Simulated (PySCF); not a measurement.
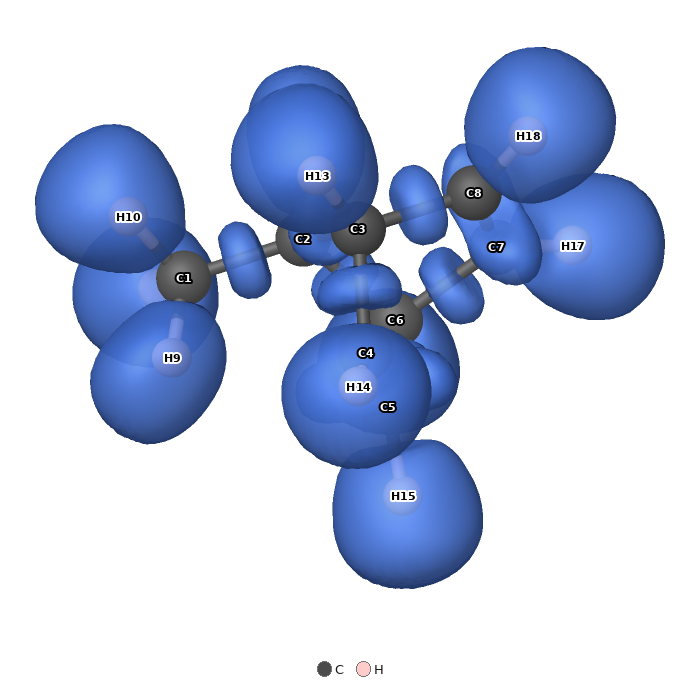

Figure 1: C8H10. Isosurface of the electron localisation function at 0.8 (blue), seen at an oblique angle. Core shells and regions of very low density are left out.

Geometry: PBE0-D3(BJ)/def2-SVP.

Level of theory: PySCF 2.14.0, PBE0/def2-SVPD, SCF density, gas phase.

```xyz
18

C     1.5888    0.0562   -1.2980
C     0.2062   -0.2954   -0.7930
C     0.1005   -1.1318    0.5194
C     0.6005   -0.0859    1.5213
C     0.1481    1.1004    1.1049
C    -0.6550    0.8491   -0.1756
C    -1.8792    0.0167    0.2177
C    -1.4267   -1.1704    0.6344
H     2.1951    0.5587   -0.5310
H     2.1234   -0.8519   -1.6186
H     1.5200    0.7223   -2.1726
H    -0.3592   -0.7933   -1.5973
H     0.6116   -2.1039    0.5405
H     1.1688   -0.3077    2.4254
H     0.2619    2.0702    1.5907
H    -0.8501    1.7286   -0.8041
H    -2.9094    0.3742    0.1965
H    -2.0015   -2.0074    1.0325
```

What do the ELF domains correspond to?

At this value the surface marks out nine regions between bonded C–C atoms (shared pairs) and ten regions around hydrogen nuclei. Along the contacts the grid gives the following. C–C (1.34 Å): the ELF peaks at about 0.90 between the atoms: a multiple bond. C–H (1.09 Å): the ELF climbs to about 1 towards the hydrogen, as it does in any bond to H (an ordinary covalent bond to hydrogen).
